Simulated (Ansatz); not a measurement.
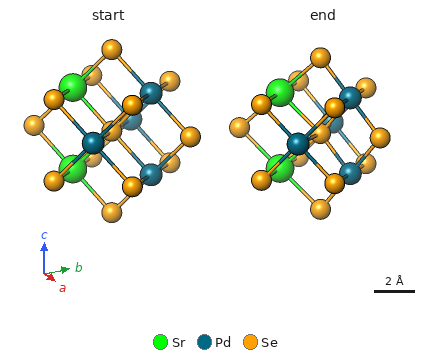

The structure of crystalline SrPd3Se4 (built on the CaCd3O4-65 type type) before (left) and after (right) a relaxation, at one scale.

The picture is a ball-and-stick view of the atoms within 5.0 Å of the atom that moves most (axes of the cell of the calculation), seen slightly off an axis.

All numbers below come from DFT, PBEsol, plane waves, PAW in Ansatz. (plane-wave cutoff 420 eV; k-point mesh 4 × 4 × 6; occupations fermi dirac; smearing width 0.03 eV; no spin polarisation; cell and atoms relaxed; force threshold 0.01 eV/Å; at most 120 steps)

Question: Summarise the run.

Answer: The largest moves relative to the cell, 0.30 Å, are those of Se atoms. Pd and Sr stay in place. Cell: a = b 7.280 → 6.582 Å (−9.6 %), c 4.238 → 3.939 Å (−7.0 %), γ 109.7° → 110.1°. Volume −24.2 %. Some distances before and after: Se–Se 4.216 → 3.196 Å, Pd–Se 2.970 → 2.466 Å, Pd–Se 2.989 → 2.537 Å, Pd–Se 2.976 → 2.713 Å. Among the angles between lasting bonds that change: Pd–Se–Pd 179.5° → 167.9°, Se–Pd–Se 90.3° → 101.9°, Pd–Se–Pd 90.3° → 101.9°. The space group stays Cmmm (No. 65). Over 6 accepted moves (7 points after the start) the energy falls by 510 meV per atom. The largest force component goes from 1.8 to 0.0021 eV/Å. Pressure: −12.06 GPa at the start and 0.01 GPa at the end. The SCF was repeated once at an unchanged geometry on a basis and grid sized afresh for the cell, which shifted the energy by 0.9 meV per atom at most. The run took 65 s on 4 threads of Arm Neoverse V1, on a shared host, peak memory 0.9 GiB.
